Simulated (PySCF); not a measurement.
# [Lu(H2O)]3+: a change of charge

How does [Lu(H2O)]3+ respond at fixed geometry? The runs cover a change of charge. The species was built from a template and needn't be a known compound.

Program: PySCF 2.14.0. Level of theory: PBE0, Lu def2-SVP with ECP28, O def2-SVP, H def2-SVP; scalar-relativistic core potentials, no spin–orbit coupling. These are calculated values, not measurements.

1 further run of the same task is left out (for a known fault of the program).

## 1. Starting geometry

4 atoms, charge 3, spin multiplicity 1.

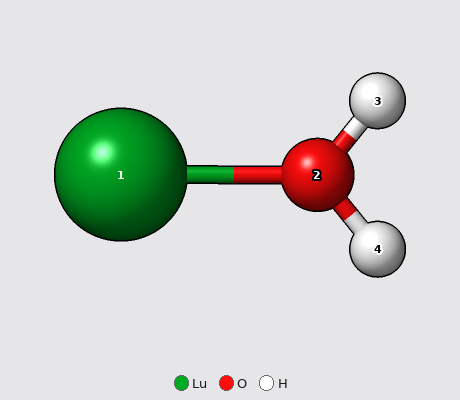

The structure; lutetium green, oxygen red, hydrogen white; atoms are numbered from 1 in the order of the file.

Coordinates:

```xyz
4

Lu    0.0000    0.0000   -0.0132
O     0.0000    0.0000    2.0559
H     0.7838    0.0000    2.6886
H    -0.7838    0.0000    2.6886
```

Formal oxidation states: Lu +3. An earlier session relaxed this geometry at PBE0, Lu def2-SVP with ECP28, O def2-SVP, H def2-SVP (singlet, point group C2v).

Its energy there is -1311.009182 Eh.

## 2. One electron removed, multiplicity 2

The input, run.py (the lines that set the calculation):

```python
mol = gto.M(atom='''
Lu     0.00000     0.00000    -0.01318
O      0.00000     0.00000     2.05592
H      0.78376     0.00000     2.68856
H     -0.78376     0.00000     2.68856''',
    basis={'Lu': 'def2-SVP', 'O': 'def2-SVP', 'H': 'def2-SVP'},
    ecp={'Lu': 'def2-SVP'},
    charge=4, spin=1)
mf = dft.UKS(mol, xc='PBE0')
mf.grids.atom_grid = (50, 194)  # f atoms: unpruned, at least (60, 302)
mf = mf.density_fit()  # fitting sets: Lu def2-universal-JKFIT, O def2-universal-JKFIT, H def2-universal-JKFIT
mf.conv_tol = 1e-08; mf.max_cycle = 55
mf.kernel(dm0)  # dm0: the density of the relaxed state
```

Started as:

```bash
$ OMP_NUM_THREADS=2 python run.py
```

The program printed:

```text
init E= -1311.02076060265
  HOMO = -1.0739495965  LUMO = -1.05892503793  gap/eV = 0.40884
cycle= 1 E= -1309.71553167003  delta_E= 1.31  |g|= 0.494  |ddm|= 0.627
  HOMO = -1.60830866356  LUMO = -1.52951174428  gap/eV = 2.14417
cycle= 2 E= -1309.72092811119  delta_E= -0.0054  |g|= 0.528  |ddm|= 0.623
  HOMO = -1.61223473627  LUMO = -1.32660609217  gap/eV = 7.77235
cycle= 3 E= -1309.82282619628  delta_E= -0.102  |g|= 0.0955  |ddm|= 0.327
  HOMO = -1.59562776672  LUMO = -1.31331842703  gap/eV = 7.68203
cycle= 4 E= -1309.8233023774  delta_E= -0.000476  |g|= 0.0761  |ddm|= 0.0374
  HOMO = -1.5998112646  LUMO = -1.30455935205  gap/eV = 8.03421
cycle= 5 E= -1309.82376944339  delta_E= -0.000467  |g|= 0.00556  |ddm|= 0.0175
  HOMO = -1.59978360156  LUMO = -1.30417240857  gap/eV = 8.04399
cycle= 6 E= -1309.8237804235  delta_E= -1.1e-05  |g|= 0.00251  |ddm|= 0.00439
  HOMO = -1.59989302363  LUMO = -1.30416494926  gap/eV = 8.04717
cycle= 7 E= -1309.8237827688  delta_E= -2.35e-06  |g|= 0.000649  |ddm|= 0.00181
  HOMO = -1.59983385878  LUMO = -1.30415795358  gap/eV = 8.04575
cycle= 8 E= -1309.8237829497  delta_E= -1.81e-07  |g|= 9.51e-05  |ddm|= 0.000582
  HOMO = -1.59982266158  LUMO = -1.30415066205  gap/eV = 8.04564
cycle= 9 E= -1309.8237829574  delta_E= -7.7e-09  |g|= 2.39e-05  |ddm|= 0.000133
  HOMO = -1.59982860557  LUMO = -1.30414767735  gap/eV = 8.04589
Extra cycle  E= -1309.82378295738  delta_E= 2.27e-11  |g|= 4.63e-05  |ddm|= 2.11e-05
converged SCF energy = -1309.82378295738  <S^2> = 0.75274819  2S+1 = 2.0027463
```

Wall time 6.3 s (2 threads of Intel Xeon at 2.50GHz (Skylake/Cascade Lake), shared host).

Result: E = -1309.823783 Eh (+32.256 eV from the relaxed state), HOMO -43.53 eV, LUMO -35.49 eV (over both spins), ⟨S²⟩ = 0.753, Mulliken charge on Lu1 +2.85 e. 

## 3. One electron added, multiplicity 2

Edit run.py (the lines that set the calculation) of step 2 so:

```diff
@@ -7,3 +7,3 @@
     ecp={'Lu': 'def2-SVP'},
-    charge=4, spin=1)
+    charge=2, spin=1)
 mf = dft.UKS(mol, xc='PBE0')
```

Started as:

```bash
$ OMP_NUM_THREADS=2 python run.py
```

The program printed:

```text
init E= -1311.01987030702
  HOMO = -0.776072721227  LUMO = -0.771878968211  gap/eV = 0.11412
cycle= 1 E= -1311.68215539958  delta_E= -0.662  |g|= 0.184  |ddm|= 1.86
  HOMO = -0.575102784181  LUMO = -0.476385210451  gap/eV = 2.68624
cycle= 2 E= -1311.68693534375  delta_E= -0.00478  |g|= 0.379  |ddm|= 0.529
  HOMO = -0.589532037973  LUMO = -0.488555984439  gap/eV = 2.74770
cycle= 3 E= -1311.70133497909  delta_E= -0.0144  |g|= 0.0452  |ddm|= 0.116
  HOMO = -0.605468916907  LUMO = -0.50236462089  gap/eV = 2.80561
cycle= 4 E= -1311.70220017484  delta_E= -0.000865  |g|= 0.0092  |ddm|= 0.0797
  HOMO = -0.608478866592  LUMO = -0.504476471703  gap/eV = 2.83005
cycle= 5 E= -1311.70236020375  delta_E= -0.00016  |g|= 0.00625  |ddm|= 0.0508
  HOMO = -0.609086992732  LUMO = -0.504845222763  gap/eV = 2.83656
cycle= 6 E= -1311.70242837009  delta_E= -6.82e-05  |g|= 0.00394  |ddm|= 0.0255
  HOMO = -0.609667059353  LUMO = -0.505202174146  gap/eV = 2.84263
cycle= 7 E= -1311.70249732913  delta_E= -6.9e-05  |g|= 0.00244  |ddm|= 0.0364
  HOMO = -0.610035348847  LUMO = -0.505426754719  gap/eV = 2.84654
cycle= 8 E= -1311.70253244132  delta_E= -3.51e-05  |g|= 0.00137  |ddm|= 0.0269
  HOMO = -0.61045210599  LUMO = -0.505659718192  gap/eV = 2.85155
cycle= 9 E= -1311.70255838636  delta_E= -2.59e-05  |g|= 0.000611  |ddm|= 0.0386
  HOMO = -0.610358517006  LUMO = -0.505590772995  gap/eV = 2.85088
cycle= 10 E= -1311.70256077959  delta_E= -2.39e-06  |g|= 0.000144  |ddm|= 0.0125
  HOMO = -0.61031603501  LUMO = -0.505544124031  gap/eV = 2.85099
cycle= 11 E= -1311.70256086482  delta_E= -8.52e-08  |g|= 1.93e-05  |ddm|= 0.00225
  HOMO = -0.610330923833  LUMO = -0.505544212541  gap/eV = 2.85139
cycle= 12 E= -1311.70256086568  delta_E= -8.63e-10  |g|= 4.27e-06  |ddm|= 0.000144
  HOMO = -0.610329063261  LUMO = -0.505542012867  gap/eV = 2.85140
Extra cycle  E= -1311.70256086571  delta_E= -2.77e-11  |g|= 3.82e-06  |ddm|= 1.7e-05
converged SCF energy = -1311.70256086571  <S^2> = 0.75042025  2S+1 = 2.0004202
```

Wall time 8.1 s (2 threads of Intel Xeon at 2.50GHz (Skylake/Cascade Lake), shared host).

Result: E = -1311.702561 Eh (-18.868 eV from the relaxed state), HOMO -16.61 eV, LUMO -13.76 eV (over both spins), ⟨S²⟩ = 0.750, Mulliken charge on Lu1 +1.66 e. 

## 4. Results

| state | energy from the relaxed state (eV) | ⟨S²⟩ | time |
| --- | --- | --- | --- |
| charge +3, singlet, vacuum (relaxed) | 0 | 0.00 |  |
| charge +2, doublet, vacuum | -18.87 | 0.75 | 8.1 s |
| charge +4, doublet, vacuum | 32.26 | 0.75 | 6.3 s |

An electron taken off or put on is at rest in vacuum. 

Removing an electron vertically costs 32.26 eV (doublet), against −HOMO = 29.02 eV. Adding an electron vertically releases 18.87 eV (doublet). These are double-zeta-type bases without diffuse functions. Spin–orbit coupling is left out.
